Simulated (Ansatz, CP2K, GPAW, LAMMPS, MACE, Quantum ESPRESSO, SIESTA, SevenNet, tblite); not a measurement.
**Other levels on liquid 68TiO2-32SiO2 (mol %) at 3000 K (93 atoms)**

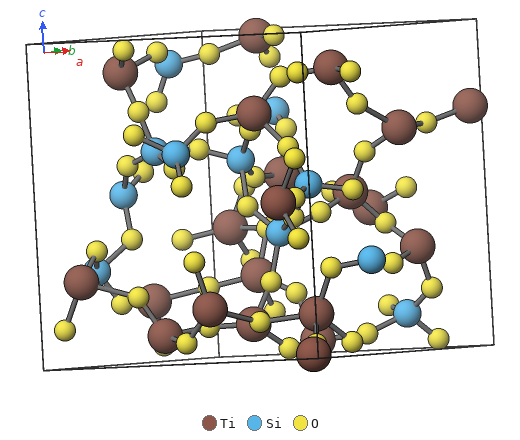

The cell (titanium brown, silicon blue, oxygen yellow). Bonds to atoms that aren't drawn are left out. Some periodic images of atoms are drawn too.

Density of this cell: 2.40 g/cm³. The cell holds 93 atoms: 21 Ti, 10 Si and 62 O. Cell: a = 11.642 Å, b = 11.642 Å, c = 11.642 Å, α = 90.0°, β = 90.0°, γ = 90.0°. 93 atoms (21 Ti, 10 Si, 62 O) placed at random at 3.07 g/cm³, melted at 4000 K for 10 ps at fixed volume with the Morse and Coulomb pair potential with partial charges (Pedone, Malavasi, Menziani, Cormack and Segre, J. Phys. Chem. B 110, 11780 (2006)). Snapshot at the end of a hold of 10 ps at 3000 K and zero pressure.

Geometry: as built.

The reference, a calculation:

| Item | Value |
| --- | --- |
| method | Kohn-Sham DFT, PBE, PAW, plane waves (Ansatz 0.2.0); cutoff 420 eV, Γ point, fermi-dirac smearing of 0.05 eV; PAW set soft_2 |
| r.m.s. force component | 2.877 eV/Å |
| longest force | 11.96 eV/Å |
| pressure | 5.426 GPa |
| gap (highest filled to lowest empty level) | 0.7041 eV |
| SCF cycles | 16 |
| time | 19 s on 8 threads of Arm Neoverse V2, shared host |
| CPU time | 2.4 min |

Runs, in no order:
A. CP2K PBE, SZV-MOLOPT-SR, 800/50 Ry, diagonalisation: Kohn-Sham DFT, PBE, GTH-PBE pseudopotentials, Gaussian and plane waves, SZV-MOLOPT-SR-GTH, diagonalisation
B. GPAW PBE, grid h 0.24 Å: Kohn-Sham DFT, PBE, PAW, finite differences on a real-space grid
C. CP2K PBE, DZVP-MOLOPT-SR, 800/50 Ry, diagonalisation: Kohn-Sham DFT, PBE, GTH-PBE pseudopotentials, Gaussian and plane waves, DZVP-MOLOPT-SR-GTH, diagonalisation
D. QE PBE, sssp-1.3.0-efficiency, 60/480 Ry: Kohn-Sham DFT, PBE, SSSP efficiency 1.3.0 pseudopotentials, plane waves
E. QE PBE, sssp-1.3.0-efficiency, 25/200 Ry: Kohn-Sham DFT, PBE, SSSP efficiency 1.3.0 pseudopotentials, plane waves

**Question.** Rank the runs by how far their forces lie from the reference's, least first.

D, C, E, B, A.

```csv
run,"Δ force, r.m.s. (meV/Å)",share of r.m.s. force (%),CPU time
"D. QE PBE, sssp-1.3.0-efficiency, 60/480 Ry",50.1,1.74,44 min
"C. CP2K PBE, DZVP-MOLOPT-SR, 800/50 Ry, diagonalisation",74.0,2.57,10 min
"E. QE PBE, sssp-1.3.0-efficiency, 25/200 Ry",177,6.15,11 min
"B. GPAW PBE, grid h 0.24 Å",314,10.9,15 min
"A. CP2K PBE, SZV-MOLOPT-SR, 800/50 Ry, diagonalisation",1298,45.1,5.8 min
```

The network of bonds at the start is that of the classical potential that made the cell, and needn't be the one that DFT or experiment would give. The runs have no spin polarisation, so moments on Ti can't form, and no Hubbard term. The electronic-structure runs sample only Γ, in a cell whose shortest periodic width is 12 Å.

[Logs are printed without paths, hosts, clocks, repeated set-up lines and the standing remarks that a program may print on its own settings, such as how far it seeks lower states.]

[Hosts, paths, dates, database ids (printed as entryN), source tags and the programs' standing remarks are cut or masked in the printed files.]
